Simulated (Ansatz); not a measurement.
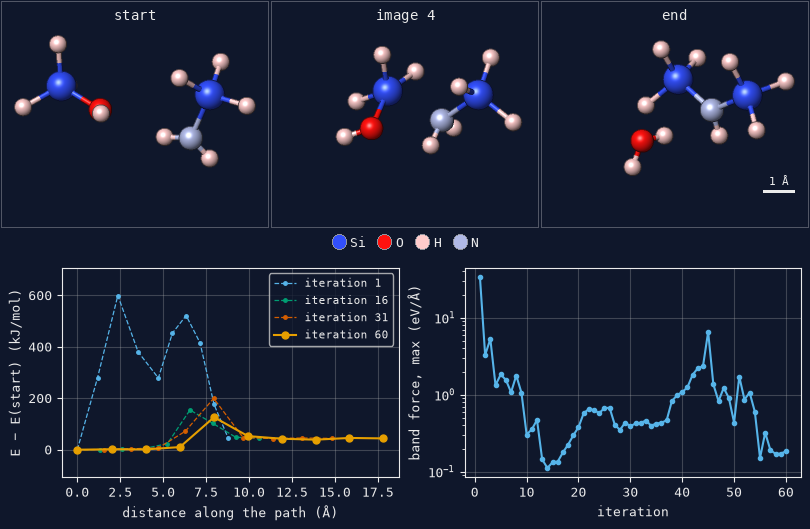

A search for the minimum-energy path of Si2NH9O, made up at the start of SiH4O and SiNH$_{5}$ by the nudged elastic band. Images are numbered from 0 (start) to 9 (end). The plot follows the band through its iterations. The picture is a ball-and-stick view, seen at a tilt.

All numbers below come from RHF/6-31G* (Ansatz). Set-up: 8 movable images; no climbing image; force threshold 0.05 eV/Å; iteration limit 60; starting path through a guess of the saddle point.

Did the band converge, and can the barrier be trusted?

Answer. The result isn't final. The band hadn't converged when the run stopped after 60 iterations. The largest component of the band force went from 34 to 0.18 eV/Å. The barrier read from it is provisional: over the last two iterations the highest image moved from 134.4 kJ/mol to 126.2 kJ/mol. The first iteration put the highest image at 599.5 kJ/mol. The energy climbs by 126.2 kJ/mol to image 4 and then falls by 82.3 kJ/mol, so the end point sits at +44.0 kJ/mol.

Limits of the set-up: the start holds two separate molecules, 2.3 Å apart at their closest, whose relative position is a soft coordinate and is computed without a dispersion correction; Hartree-Fock leaves out electron correlation.
